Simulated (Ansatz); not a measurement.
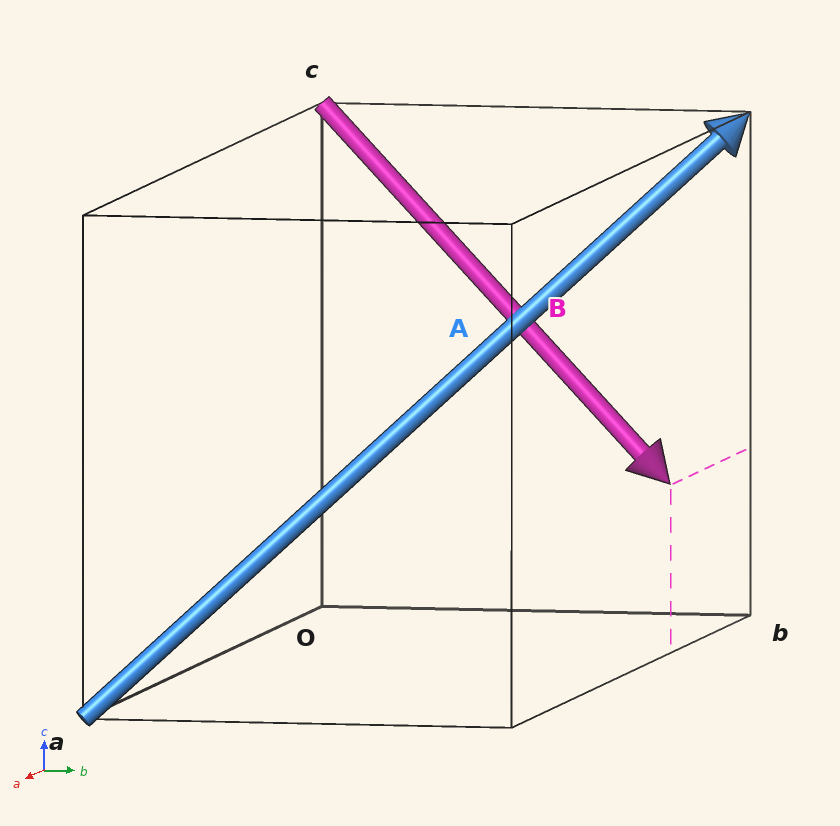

Crystal: Hg2Se, the end point of a relaxation with DFT PBE, scalar-relativistic, plane waves, PAW in Ansatz 0.2.0; the starting structure was generated, so it need not be a known form of this composition. Each arrow starts at a corner of the unit cell and ends on its surface; where a tip isn't a corner, dashed lines run from it parallel to the axes. Geometry calculated from the standardised cell; symmetry tolerance 0.002 Å.

a = 4.153 Å, b = 4.153 Å, c = 5.130 Å, α = 90.00°, β = 90.00°, γ = 120.00°.

> Which lattice directions are drawn?

Arrow A runs from (1, 0, 0) to (0, 1, 1), so [−1 1 1], in four indices [−1 1 0 1]; Arrow B runs from (0, 0, 1) to (1/3, 1, 1/3), so [1 3 −2], in four indices [−1 5 −4 −6].

> How long is the vector ua + vb + wc in each case, and what angles do the directions make?

A 8.836 Å; B 15.034 Å. A–B: 90.4°.
